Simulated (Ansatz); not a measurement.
Si$_{2}$NH$_{8}$Cl: geometry relaxation (part 2 of 2)

Si$_{2}$NH$_{8}$Cl; UKS B3LYP-D4/cc-pVDZ (Ansatz 0.2.0). The input holds or restrains some coordinates. Forces given for the steps count only the free coordinates. It belongs to a series of runs on one base structure; here: pulled along the bonds that form and break, towards end B.

Geometry of the input (Å):
```
Si -1.1950  0.1640  -0.2949
Si 0.6279  -1.2529  0.8886
H  -1.5480  0.2312  -1.7151
H  -2.2797  -0.7423  0.1730
Cl -1.7422  1.8292  0.7548
H  1.0989  0.2744  -0.0950
N  0.5651  1.2140  -0.8760
H  1.6785  -0.7528  1.7985
H  -0.1628  -2.1341  1.7438
H  1.3210  -2.1539  -0.0453
H  0.9193  1.1770  -1.8252
H  0.7170  2.1462  -0.5072
```

### Trajectory as extended XYZ, continued
```
12
Properties=species:S:1:pos:R:3:forces:R:3 step=3 energy=-29897.29664
Si   -1.3009    0.3848   -0.4568    2.5786   0.7031   0.2989
Si    0.8526   -1.3368    0.9630   -0.9473  -0.3337  -0.5171
H    -1.5714    0.2322   -1.7801   -1.2814  -0.3345  -3.0090
H    -2.2572   -0.7339    0.1676    1.6134   0.3405  -0.1087
Cl   -1.7639    1.8735    0.7839   -1.0966   1.6456   1.4683
H     1.1513   -0.0338    0.1378   -2.0760  -0.1964   0.0543
N     0.3593    1.3263   -0.9876   -0.8636  -0.7277   0.2607
H     1.7262   -0.7399    1.8385    2.2759   0.2272   2.3398
H    -0.1654   -2.1310    1.7450   -0.2573   0.6130  -0.2712
H     1.3452   -2.1824   -0.0642    0.9263  -1.4501  -0.7377
H     0.9132    1.1810   -1.8362   -0.5056  -0.2964   0.0039
H     0.7109    2.1598   -0.5108   -0.3663  -0.1907   0.2177
12
Properties=species:S:1:pos:R:3:forces:R:3 step=4 energy=-29898.49993
Si   -1.3130    0.5475   -0.5631    1.7377  -0.4059   0.6567
Si    0.9792   -1.4005    1.0117   -1.4540  -0.9516  -0.0341
H    -1.6194    0.2192   -1.8654   -1.2718  -0.2924  -2.5375
H    -2.1704   -0.7095    0.1612    1.6923   0.9274  -0.4236
Cl   -1.8045    1.9168    0.8292   -0.9816   1.4323   1.1043
H     1.1230   -0.1840    0.2469   -1.4667   0.8590  -0.6142
N     0.2215    1.4075   -1.0717   -0.0945   0.3750   0.1847
H     1.7985   -0.7574    1.9199    2.1556  -0.0634   2.2825
H    -0.1775   -2.0989    1.7282    0.1576   0.7630  -0.4436
H     1.3754   -2.2341   -0.0780    0.9588  -1.4041  -0.5038
H     0.8894    1.1607   -1.8236   -0.8420  -0.3138   0.3853
H     0.6976    2.1328   -0.4951   -0.5913  -0.9255  -0.0567
12
Properties=species:S:1:pos:R:3:forces:R:3 step=5 energy=-29899.79588
Si   -1.3129    0.5981   -0.6156    0.7599   0.1048   0.4261
Si    1.0324   -1.4263    1.0331   -0.4677  -0.3943   0.1606
H    -1.7134    0.2437   -1.9563   -0.8386   0.1798  -1.0308
H    -2.0114   -0.6465    0.1347    1.4015   0.7370  -0.3562
Cl   -1.8794    1.9900    0.8482   -0.5091   0.3932  -0.0429
H     1.0044   -0.1980    0.2651   -0.8991   0.5729  -0.3448
N     0.1802    1.4732   -1.1114   -3.1322  -1.5086  -0.3984
H     1.9185   -0.8606    2.0330    0.9595  -0.5228   0.8375
H    -0.1760   -2.0413    1.6999    0.1404   0.4303  -0.2364
H     1.4571   -2.3306   -0.0469    0.5917  -0.6583   0.0929
H     0.8311    1.1620   -1.7778    0.7475  -0.9958  -1.4910
H     0.6695    2.0362   -0.5060    1.2461   1.6618   2.3833
12
Properties=species:S:1:pos:R:3:forces:R:3 step=6 energy=-29900.66490
Si   -1.3249    0.6099   -0.6355    0.3888   0.6978  -0.3304
Si    1.0431   -1.4195    1.0365    0.3747  -0.5523   0.4609
H    -1.8321    0.3155   -2.0067   -0.5178   0.2883  -0.0543
H    -1.8181   -0.6249    0.1294    0.8967   0.2642  -0.1667
Cl   -1.9630    2.0329    0.8050   -0.3748   0.0112  -0.2802
H     0.8887   -0.1929    0.2798   -0.3916   0.4491  -0.2185
N     0.1457    1.4918   -1.1309   -0.0523  -0.2178   0.4028
H     2.0083   -0.9803    2.0926    0.1996  -0.4566   0.0442
H    -0.1769   -1.9922    1.6825   -0.0011   0.1761  -0.0612
H     1.5331   -2.3975    0.0118    0.2239  -0.1301   0.2655
H     0.8060    1.1309   -1.8241   -0.3664  -0.1679  -0.0062
H     0.6901    2.0263   -0.4406   -0.3795  -0.3620  -0.0561
12
Properties=species:S:1:pos:R:3:forces:R:3 step=7 energy=-29900.99476
Si   -1.3358    0.6059   -0.6367    0.0785   1.1084  -0.5837
Si    1.0675   -1.4053    1.0203    0.4738  -0.7312   0.6072
H    -1.9877    0.4371   -1.9747   -0.2413   0.0633   0.1572
H    -1.6572   -0.6616    0.1296    0.6301   0.2529  -0.1819
Cl   -2.0959    2.0648    0.6954   -0.2691  -0.1618  -0.1073
H     1.0172   -0.1886    0.2364   -0.2914   0.4810  -0.2473
N     0.1383    1.4852   -1.1137   -0.1016  -0.3357   0.3081
H     2.0276   -1.0523    2.1135    0.1265  -0.3594   0.0335
H    -0.2100   -1.8806    1.6362    0.0504   0.1622  -0.0825
H     1.5535   -2.4506    0.0617    0.1169  -0.0992   0.2168
H     0.7986    1.0831   -1.7832   -0.2495  -0.0897   0.0174
H     0.6841    1.9628   -0.3847   -0.3234  -0.2907  -0.1375
12
Properties=species:S:1:pos:R:3:forces:R:3 step=8 energy=-29901.20163
Si   -1.3319    0.6503   -0.6450    0.0836   0.9148  -0.7346
Si    1.0581   -1.3835    1.0155    0.6921  -1.0900   0.8506
H    -2.0829    0.4752   -1.9322   -0.0573   0.0775   0.1725
H    -1.4608   -0.6435    0.1043    0.3102   0.2078  -0.1466
Cl   -2.2182    2.0363    0.6799   -0.0057  -0.1534  -0.1435
H     0.9861   -0.1648    0.2468   -0.0340   0.5454  -0.2695
N     0.1579    1.5034   -1.1405   -0.6539  -0.3514   0.3497
H     2.0492   -1.1506    2.1224   -0.0367  -0.1126  -0.0649
H    -0.2299   -1.8277    1.6191   -0.0064   0.0826  -0.0051
H     1.5669   -2.4726    0.1149   -0.0395   0.0386   0.0485
H     0.7973    1.0517   -1.7956   -0.1521  -0.0578   0.0061
H     0.7082    1.9257   -0.3896   -0.1006  -0.1016  -0.0632
12
Properties=species:S:1:pos:R:3:forces:R:3 step=9 energy=-29901.27560
Si   -1.3317    0.6432   -0.6764    0.1648   0.8741  -0.6776
Si    1.0591   -1.3511    1.0350    0.6539  -1.1538   0.8887
H    -2.1805    0.5305   -1.9102    0.1516  -0.0568   0.1407
H    -1.2818   -0.6730    0.0359   -0.0432   0.2126  -0.2177
Cl   -2.2719    1.9722    0.6549    0.0285  -0.1281   0.0488
H     1.0260   -0.1063    0.3028    0.1082   0.5316  -0.2066
N     0.1617    1.5029   -1.1446   -0.7781  -0.2906   0.2445
H     2.0835   -1.2399    2.1378   -0.1085  -0.0424  -0.1386
H    -0.2533   -1.7167    1.6403    0.0465   0.0416   0.0471
H     1.4880   -2.4547    0.1069   -0.0843   0.1047   0.0276
H     0.7751    1.0448   -1.8185   -0.0393  -0.0235   0.0079
H     0.7258    1.8481   -0.3640   -0.1001  -0.0696  -0.1648
12
Properties=species:S:1:pos:R:3:forces:R:3 step=10 energy=-29901.33610
Si   -1.3347    0.6282   -0.7178    0.3365   0.7664  -0.6200
Si    1.0527   -1.2904    1.0834    0.7229  -1.2695   0.7931
H    -2.1908    0.5575   -1.9465    0.1154   0.0024   0.1117
H    -1.2407   -0.7358   -0.1111   -0.0669   0.1502  -0.0657
Cl   -2.2798    1.8705    0.6962    0.1117  -0.2108  -0.0482
H     1.0385    0.0163    0.4529    0.1727   0.4255  -0.0539
N     0.1702    1.4834   -1.1538   -0.8199  -0.1825   0.2923
H     2.1725   -1.3653    2.1176   -0.3243   0.0704  -0.3091
H    -0.2399   -1.6020    1.7611    0.0572   0.0369   0.0340
H     1.3409   -2.3538    0.0424   -0.1446   0.2731   0.1411
H     0.7523    1.0443   -1.8666   -0.0076  -0.0251  -0.0012
H     0.7589    1.7473   -0.3578   -0.1531  -0.0370  -0.2742
12
Properties=species:S:1:pos:R:3:forces:R:3 step=11 energy=-29901.36539
Si   -1.3195    0.5944   -0.7623    0.4677   0.8214  -0.3974
Si    1.0383   -1.2568    1.1211    0.5479  -1.2476   0.5757
H    -2.1769    0.5850   -1.9876    0.0974  -0.0319   0.0640
H    -1.2315   -0.7855   -0.1942   -0.0148   0.0678  -0.0952
Cl   -2.2550    1.7544    0.7217    0.0587  -0.1278  -0.0431
H     1.0069    0.0697    0.5336    0.2018   0.4402   0.0272
N     0.1869    1.4713   -1.1513   -0.8786  -0.2598   0.0865
H     2.2402   -1.4067    2.0484   -0.3449   0.0759  -0.2889
H    -0.2088   -1.5299    1.9022    0.0935   0.0191  -0.0208
H     1.1753   -2.2704   -0.0030   -0.0763   0.2618   0.2827
H     0.7727    1.0634   -1.8808   -0.0193   0.0006   0.0189
H     0.7715    1.7110   -0.3476   -0.1334  -0.0196  -0.2097
12
Properties=species:S:1:pos:R:3:forces:R:3 step=12 energy=-29901.38287
Si   -1.3136    0.5834   -0.7833    0.7601   0.6046  -0.5709
Si    1.0238   -1.2463    1.1302    0.2089  -0.9267   0.5133
H    -2.1503    0.6238   -2.0141   -0.1021  -0.0155   0.0345
H    -1.1872   -0.8285   -0.3260   -0.0268  -0.0371   0.0007
Cl   -2.2502    1.6050    0.7779    0.0028   0.0578   0.0236
H     1.0397    0.0653    0.5170    0.1555   0.5384  -0.0700
N     0.1961    1.4581   -1.1545   -0.8561  -0.1535  -0.0285
H     2.2708   -1.4357    1.9322    0.0461  -0.0302   0.0411
H    -0.1594   -1.4170    2.0210   -0.0258   0.0263   0.0277
H     0.9818   -2.2749    0.0468    0.0138  -0.0328  -0.0054
H     0.8571    0.9899   -1.7808   -0.1248   0.1154   0.1727
H     0.6914    1.8769   -0.3665   -0.0516  -0.1467  -0.1389
12
Properties=species:S:1:pos:R:3:forces:R:3 step=13 energy=-29901.39341
Si   -1.3104    0.5736   -0.8030    0.5651   0.7092  -0.3831
Si    1.0350   -1.2383    1.1182    0.1887  -0.9593   0.6232
H    -2.1838    0.6273   -2.0072   -0.0032   0.0110  -0.0202
H    -1.1732   -0.8476   -0.3722   -0.0053  -0.0027   0.0012
Cl   -2.2428    1.5816    0.7793    0.0177  -0.0434  -0.0014
H     1.1119    0.0337    0.4304    0.2114   0.4912  -0.1172
N     0.1848    1.4931   -1.1342   -1.0667  -0.2189  -0.0123
H     2.2611   -1.4373    1.9546    0.0072  -0.0015   0.0014
H    -0.1672   -1.2958    2.0012    0.0020   0.0240  -0.0057
H     0.9645   -2.3280    0.0973   -0.0005  -0.0220   0.0071
H     0.8445    1.0520   -1.7734    0.0445   0.0040  -0.0037
H     0.6755    1.7855   -0.2911    0.0391   0.0083  -0.0893
```

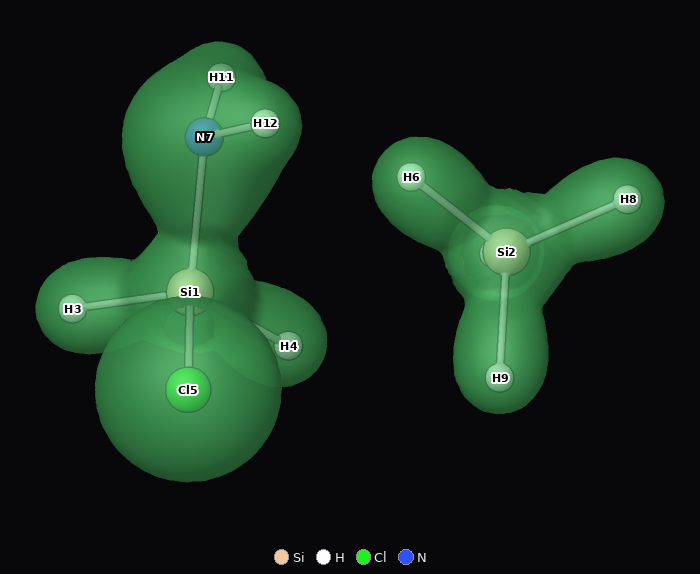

Isosurface of the electron density at 0.5 e/Å³ (green), seen face on. At this value the surface falls into two separate pieces. It is pinched off along the Si···Si (3.53 Å) contacts. On the grid the lowest density along these lines, outside the cores, is 0.07 e/Å³ (Si···Si, 3.53 Å), 0.78 e/Å³ (Si–N, 1.79 Å), 0.57 e/Å³ (Si–Cl, 2.10 Å) and 2.2 e/Å³ (N–H, 1.02 Å).

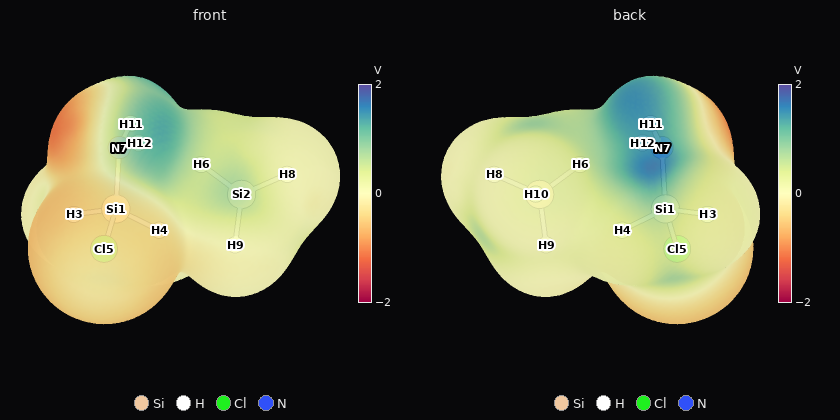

The molecular electrostatic potential painted on the density surface at 0.001 e/bohr³, seen face on and from behind; red is negative and blue positive.

### Key numbers

```json
{"quantity": "outcome", "value": "converged under the restraints of the input"}
{"quantity": "total energy", "value": "−29901.3937 eV"}
{"quantity": "mean-field energy", "value": "−29900.9559 eV"}
{"quantity": "largest force (length of the vector) at the end, held atoms and coordinates included", "value": "1.159 eV/Å"}
{"quantity": "wall time", "value": "68 s (CPU time 4.2 min)"}
{"quantity": "peak memory", "value": "0.37 GiB"}
```
